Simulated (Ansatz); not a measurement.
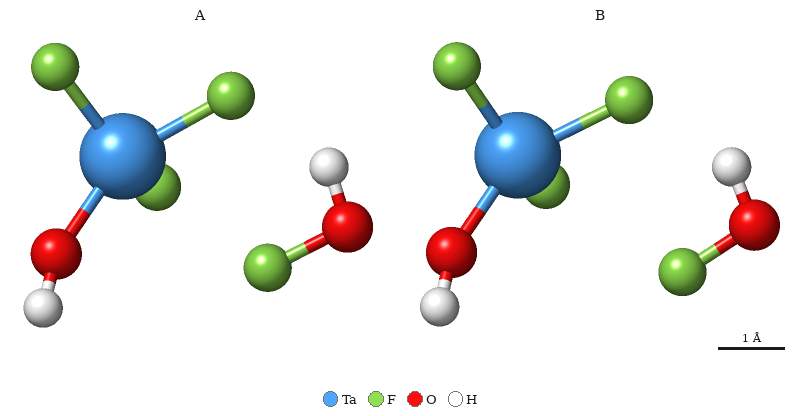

Two geometries of TaH2O2F4 (multiplicity 2), drawn at one scale. One is the start of a relaxation, the other its converged end. The picture is a ball-and-stick view, seen face on.

These are results of Ansatz, UHF/def2-SVP, not measurements. (collinear spin; force threshold 0.03 eV/Å; at most 50 steps)

### Which geometry has the lower energy?

Structure A is the relaxed one. The run prepares an end point of a later path (reaction) calculation, from a guessed geometry. An F atom moves most after the best rigid fit: 0.25 Å. Largest moves by element: F 0.25 Å, O 0.13 Å, Ta 0.09 Å, H 0.07 Å. Near-neighbour distances that change, for instance: F–Ta 3.129 → 2.820 Å, F–O 1.319 → 1.377 Å, F–Ta 1.920 → 1.926 Å. Bond angles that change, for instance: F–Ta–F 138.0° → 135.7°. The energy falls by 1.81 kcal/mol in 7 accepted moves (9 points after the start). Largest force component: 2.1 eV/Å at the start, 0.011 eV/Å at the end. The line search rejected the trial steps at points 2, 6 of the run. The run took 28 s on 4 threads of Arm Neoverse V1 (shared host), peak memory 0.4 GiB.

Limits of the set-up: Hartree-Fock leaves out electron correlation.
